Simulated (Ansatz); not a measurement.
# AlCl2F (SMILES [F][Al]([Cl])[Cl]) at CAM-B3LYP/STO-3G

What is the energy change on altering one bond length of AlCl2F at CAM-B3LYP/STO-3G? 

The calculation is run with Ansatz 0.2.0.

61 further runs of the same task are left out: 5 that didn't finish, 56 set aside as unsound or not needed.

## (1) The system as given

AlCl2F: 4 atoms, total charge 0, spin state singlet. As SMILES, `[F][Al]([Cl])[Cl]`. The shape is that of a PBE0-D4/def2-TZVP optimisation.

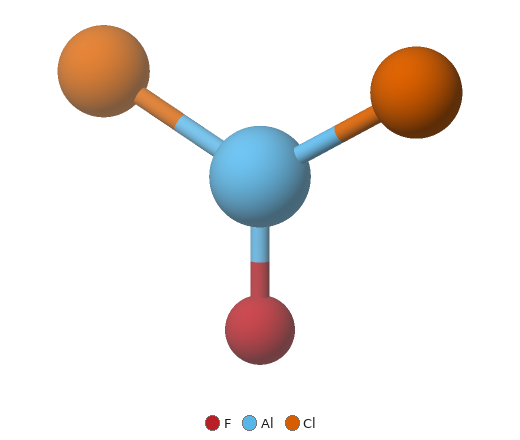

The structure, seen from a chosen angle (fluorine red, aluminium blue, chlorine orange).

## (2) The energy at CAM-B3LYP/STO-3G

Contents of job.yaml:

```yaml
crystal:
  periodic: [false, false, false]
  atoms:
    - {symbol: F, position_ang: [0.087420, 0.388220, 1.682350]}
    - {symbol: Al, position_ang: [0.004800, 0.021530, 0.093600]}
    - {symbol: Cl, position_ang: [1.223040, -1.463690, -0.663450]}
    - {symbol: Cl, position_ang: [-1.315270, 1.053930, -1.112510]}
basis:
  gaussian:
    orbitals: STO-3G
hamiltonian:
  xc: {name: CAM-B3LYP}
accuracy: high
```

Command:

```
$ ansatz run job.yaml --threads 1 --pin off --max-ram 3480MiB --events-out events.jsonl --progress --plain --runs-dir runs
```

Log:

```text
Warning: RAYON_NUM_THREADS=1 ignored (pool sized by the plan → 1); use --threads N
Functional definition: CAM-B3LYP
  name "CAM-B3LYP"
  parameter alpha = 0.19
  parameter beta = 0.46
  parameter omega = 0.33/bohr
  parameter ac = 0.81
  exchange = (1 - alpha - beta)*b88_x + beta*b88_x_sr(omega) + alpha*exact_x + beta*exact_x_lr(omega)
  correlation = (1 - ac)*vwn5_c + ac*lyp_c
603 factors; integrals over basis functions are off by at most 2.8e-8 eV
203 factors; integrals over basis functions are off by at most 7.9e-10 eV
mean field evaluation 1: about -33967.0888 eV, gradient 3.0e1 eV
mean field evaluation 2: about -33968.2178 eV, gradient 3.0e1 eV
mean field evaluation 4: about -33970.8621 eV, gradient 3.8e-1 eV
mean field evaluation 8: about -33970.8502 eV, gradient 2.6e-3 eV
mean field evaluation 16: about -33970.8502 eV, gradient 4.0e-8 eV
mean field -33970.85023211 eV, -1248.4057197609 hartree, gradient 4.0e-8 eV, S^2 0.000000; 0 other end points of the search recorded, 0 dependent functions left out
reference -33970.85024530 eV, -1248.4057202455 hartree; 28, 28 occupied and 4, 4 virtual orbitals, 603 factors
Total energy: -33970.85024530 eV, -1248.4057202455 hartree
```

Run time: 2.1 s. Hardware: 1 thread of Arm Neoverse V1, shared host; peak memory 0.12 GiB.

## (3) The distorted shape, same level

Contents of molecule.yaml:

```yaml
crystal:
  periodic: [false, false, false]
  atoms:
    - {symbol: F, position_ang: [0.108077, 0.479901, 2.079574]}
    - {symbol: Al, position_ang: [0.004800, 0.021530, 0.093600]}
    - {symbol: Cl, position_ang: [1.223040, -1.463690, -0.663450]}
    - {symbol: Cl, position_ang: [-1.315270, 1.053930, -1.112510]}
basis:
  gaussian: {orbitals: STO-3G}
hamiltonian: {xc: {name: CAM-B3LYP}}
accuracy: high
```

Command:

```
$ ansatz run molecule.yaml --threads 1 --pin off --max-ram 3480MiB --events-out events.jsonl --progress --plain --runs-dir runs
```

Log:

```text
Warning: RAYON_NUM_THREADS=1 ignored (pool sized by the plan → 1); use --threads N
Functional definition: CAM-B3LYP
  name "CAM-B3LYP"
  parameter alpha = 0.19
  parameter beta = 0.46
  parameter omega = 0.33/bohr
  parameter ac = 0.81
  exchange = (1 - alpha - beta)*b88_x + beta*b88_x_sr(omega) + alpha*exact_x + beta*exact_x_lr(omega)
  correlation = (1 - ac)*vwn5_c + ac*lyp_c
590 factors; integrals over basis functions are off by at most 2.9e-8 eV
205 factors; integrals over basis functions are off by at most 7.6e-10 eV
mean field evaluation 1: about -33963.0833 eV, gradient 3.4e1 eV
mean field evaluation 2: about -33937.0497 eV, gradient 1.1e2 eV
mean field evaluation 4: about -33968.7726 eV, gradient 2.5e0 eV
mean field evaluation 8: about -33968.7817 eV, gradient 5.4e-2 eV
mean field evaluation 16: about -33968.7818 eV, gradient 2.3e-7 eV
mean field -33968.78179681 eV, -1248.3297061655 hartree, gradient 5.6e-8 eV, S^2 0.000000; 0 other end points of the search recorded, 0 dependent functions left out
reference -33968.78181018 eV, -1248.3297066570 hartree; 28, 28 occupied and 4, 4 virtual orbitals, 590 factors
Total energy: -33968.78181018 eV, -1248.3297066570 hartree
```

Wall time 2.1 s (1 thread of Arm Neoverse V1, shared host); peak memory 0.12 GiB.

## (4) Outcome

At CAM-B3LYP/STO-3G:

```
                                                          quantity           value
                                         first shape: total energy  -1248.40572 Eh
                                     distorted shape: total energy  -1248.32971 Eh
energy change with the F1–Al2 bond stretched from 1.633 to 2.041 Å        2.068 eV
```

What this shows: With the F1–Al2 bond stretched from 1.633 to 2.041 Å the energy rises by 2.07 eV (48 kcal/mol). The first shape isn't relaxed at this level, so the change isn't measured from a minimum. The minimal basis adds a large error of its own.
